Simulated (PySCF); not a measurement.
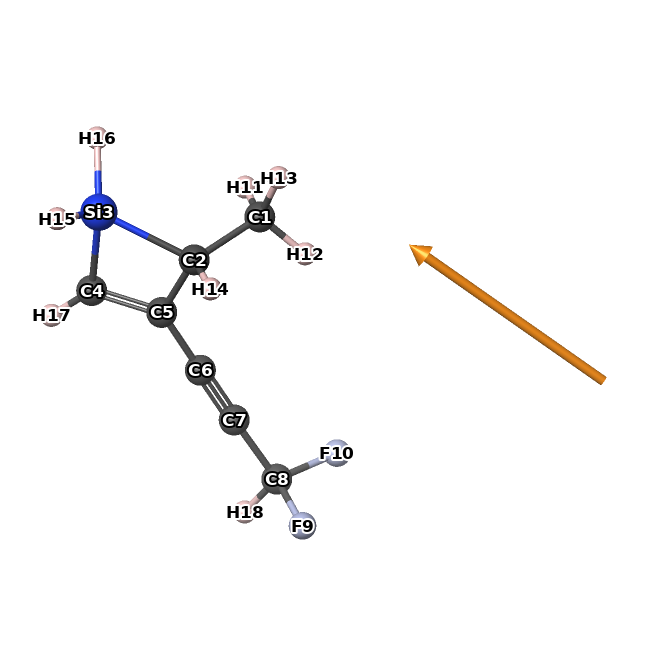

The arrow beside the molecule shows the direction of the dipole moment, from the negative to the positive end (its length means nothing). The computed structure is the end point of a GFN2-xTB optimisation. No frequency run is at hand to confirm it as a minimum. Method: PBE0/pcSseg-1, gas phase (PySCF 2.14.0).

Estimate the dipole moment.

Answer. 2.65 D; it points from the side of F9, F10 to the side of H15, H16 (the outermost atoms at the two ends).

The geometry is semi-empirical. Around Si such bond lengths and angles can be off by a tenth of an ångström or more and by several degrees, and values that hang on the shape move with them.
